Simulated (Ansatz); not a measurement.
**FH6InO2Si: density, localisation and related maps**

Input file:

```
crystal:
  periodic: [false, false, false]
  atoms:
    - { symbol: In, position_ang: [0.102939, 0.881095, -0.604168] }
    - { symbol: F, position_ang: [1.529325, -1.887832, 0.441061] }
    - { symbol: O, position_ang: [0.128528, 1.031499, -2.593337] }
    - { symbol: O, position_ang: [1.387137, 2.222439, 0.148186] }
    - { symbol: H, position_ang: [1.002299, -1.959087, 1.181083] }
    - { symbol: Si, position_ang: [-1.383276, -0.784863, 0.598051] }
    - { symbol: H, position_ang: [0.735777, 1.72838, -2.871466] }
    - { symbol: H, position_ang: [1.525585, 2.151203, 1.098468] }
    - { symbol: H, position_ang: [-2.691974, -0.187942, 0.997243] }
    - { symbol: H, position_ang: [-1.639193, -1.980425, -0.256056] }
    - { symbol: H, position_ang: [-0.697048, -1.214468, 1.861034] }
basis:
  gaussian: { orbitals: def2-SVP }
hamiltonian:
  xc: pbe0
relax:
  f_tol: 0.03
  max_steps: 50
output:
  orbitals: {}
```

Command:

```sh
ansatz run input.yaml --threads 2 --pin off --max-ram 3072MiB --backend cpu --events-out ev --progress --plain --runs-dir out
```

The fields are those of the relaxed geometry.

Core potentials replace the inner electrons of In.

Method: Ansatz 0.2.0, RKS PBE0/def2-SVP.

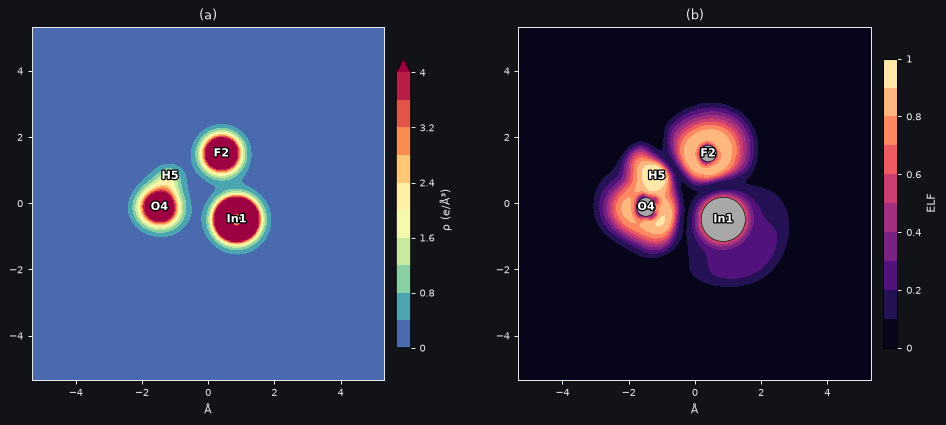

Figure 1. (a) electron density; (b) electron localisation function on the plane of atoms F2, In1 and O4. Grey discs cover the atomic cores in the ELF map.

### What does the map show?

The section cuts through In, F, O and H sites.
In–F (2.04 Å): ρ at the midpoint is about 0.58 e/Å³; the ELF is about 0.10 at the midpoint.
O–H (0.99 Å): the density is about 3.6 e/Å³ at the midpoint; the ELF climbs to about 1 towards the hydrogen, as it does in any bond to H; a covalent bond by its length.
The ELF also peaks beside F2, away from the bonds: lone-pair regions.

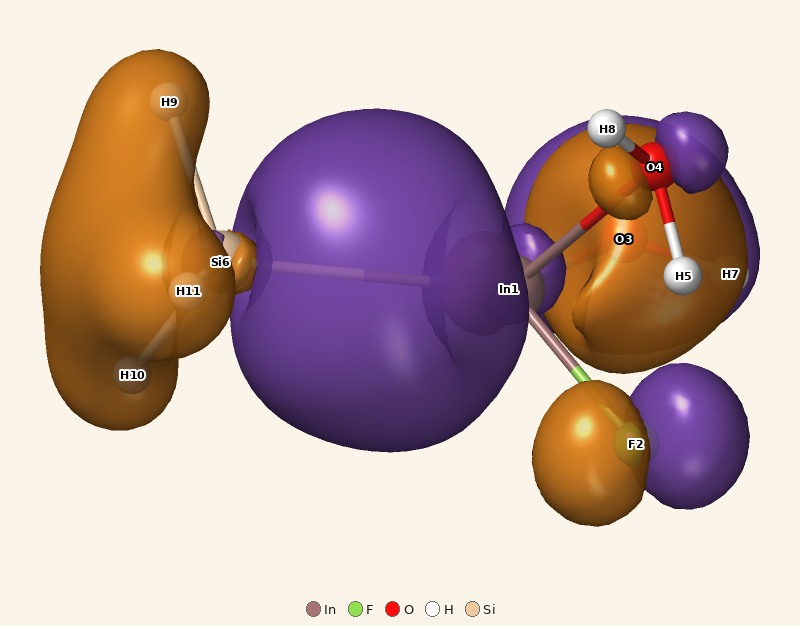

Figure 2. The HOMO−1 at ±0.08 Å⁻³ᐟ² (orange and purple are the two phases), seen from one side.

### Where does this orbital lie, and at what energy?

Its weight (Hirshfeld) is mainly on O3 (about 40 %), Si6 (about 25 %), In1 (about 20 %) and F2 (about 5 %). Its energy is −8.11 eV.

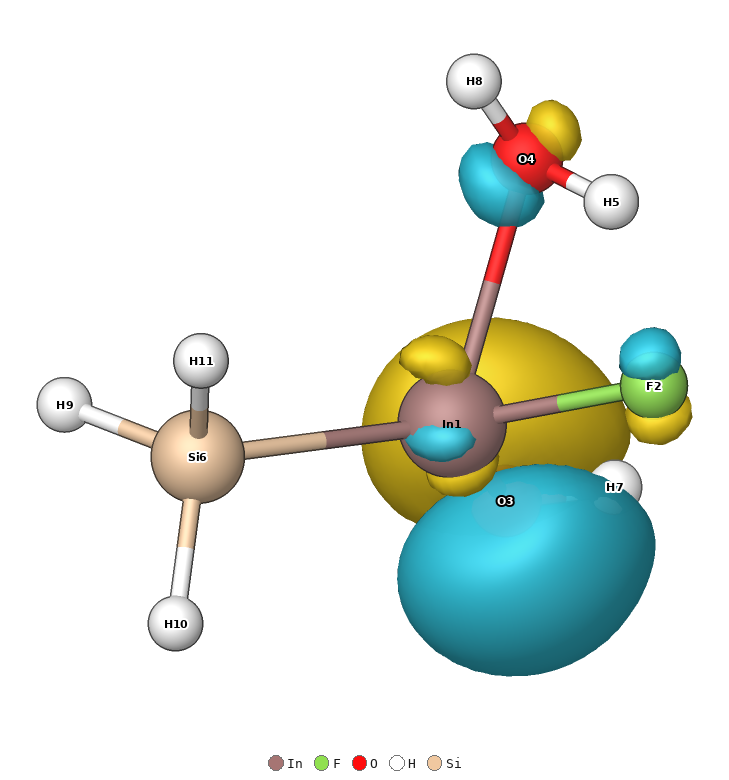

Figure 3. The HOMO at ±0.1 Å⁻³ᐟ² (yellow and cyan are the two phases), seen at a tilt.

### What is the character of this orbital?

Its weight (Hirshfeld) is mainly on O3 (about 80 %) and In1 (about 10 %); largely a lone pair of O3. Its energy is −7.88 eV.
